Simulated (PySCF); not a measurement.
System: H₂Cl, doublet: collinear H-Cl-H surface. Scanned: H-Cl distance and Cl-H distance.

Cartesian coordinates as functions of the variables (Å; names that start with a are angles):
```
H  0  0  -r1
Cl  0  0  0
H  0  0  r2
```

Computed with unrestricted wB97X-V/aug-cc-pVDZ run with PySCF.

Energy in kcal/mol above the lowest grid point; x is the H-Cl distance (Å), y the Cl-H distance (Å).

| y \ x | 1.09 | 1.18 | 1.28 | 1.38 | 1.50 | 1.63 | 1.77 | 1.92 | 2.11 | 2.37 | 2.69 | 3.14 | 3.71 |
|---|---|---|---|---|---|---|---|---|---|---|---|---|---|
| 3.71 | 21.8 | 5.4 | 0.0 | 2.7 | 11.8 | 25.3 | 41.2 | 58.3 | 77.2 | 91.4 | 99.0 | 102.6 | 103.7 |
| 3.14 | 22.0 | 5.6 | 0.2 | 2.9 | 12.0 | 25.4 | 41.4 | 58.3 | 76.9 | 90.7 | 98.1 | 101.6 | 102.6 |
| 2.69 | 23.0 | 6.6 | 1.1 | 3.7 | 12.7 | 26.1 | 41.9 | 58.5 | 75.6 | 88.3 | 95.0 | 98.1 | 99.0 |
| 2.37 | 25.2 | 8.7 | 3.0 | 5.5 | 14.2 | 27.2 | 42.5 | 58.0 | 72.5 | 83.0 | 88.3 | 90.7 | 91.4 |
| 2.11 | 29.0 | 12.2 | 6.2 | 8.3 | 16.5 | 28.6 | 42.4 | 55.1 | 65.7 | 72.5 | 75.6 | 76.9 | 77.2 |
| 1.92 | 33.7 | 16.5 | 10.0 | 11.4 | 18.5 | 29.1 | 40.2 | 49.0 | 55.1 | 58.0 | 58.5 | 58.3 | 58.3 |
| 1.77 | 39.2 | 21.4 | 14.2 | 14.5 | 20.0 | 27.9 | 35.4 | 40.2 | 42.4 | 42.5 | 41.9 | 41.4 | 41.2 |
| 1.63 | 46.2 | 27.6 | 19.0 | 17.7 | 20.5 | 24.8 | 27.9 | 29.1 | 28.6 | 27.2 | 26.1 | 25.4 | 25.3 |
| 1.50 | 55.0 | 35.1 | 24.7 | 21.0 | 20.3 | 20.5 | 20.0 | 18.5 | 16.5 | 14.2 | 12.7 | 12.0 | 11.8 |
| 1.38 | 66.3 | 44.7 | 31.8 | 25.3 | 21.0 | 17.7 | 14.5 | 11.4 | 8.3 | 5.5 | 3.7 | 2.9 | 2.7 |
| 1.28 | 79.8 | 56.3 | 41.0 | 31.8 | 24.7 | 19.0 | 14.2 | 10.0 | 6.2 | 3.0 | 1.1 | 0.2 | 0.0 |
| 1.18 | 99.7 | 74.0 | 56.3 | 44.7 | 35.1 | 27.6 | 21.4 | 16.5 | 12.2 | 8.7 | 6.6 | 5.6 | 5.4 |
| 1.09 | 127.2 | 99.7 | 79.8 | 66.3 | 55.0 | 46.2 | 39.2 | 33.7 | 29.0 | 25.2 | 23.0 | 22.0 | 21.8 |

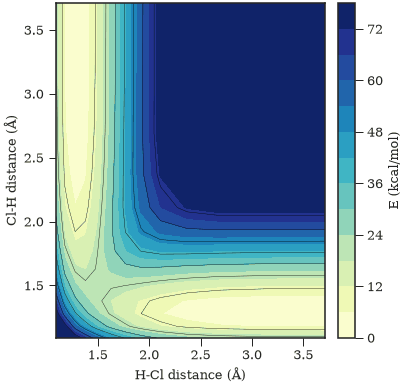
Energy surface, cut off at 76 kcal/mol.

Points that lie below all their neighbours on the grid: x = 1.28, y = 3.71 on the edge of the grid (0.0 kcal/mol); x = 3.71, y = 1.28 on the edge of the grid (0.0 kcal/mol). The lowest path on the grid from the first to the second passes x = 1.50, y = 1.50 at 20.3 kcal/mol.
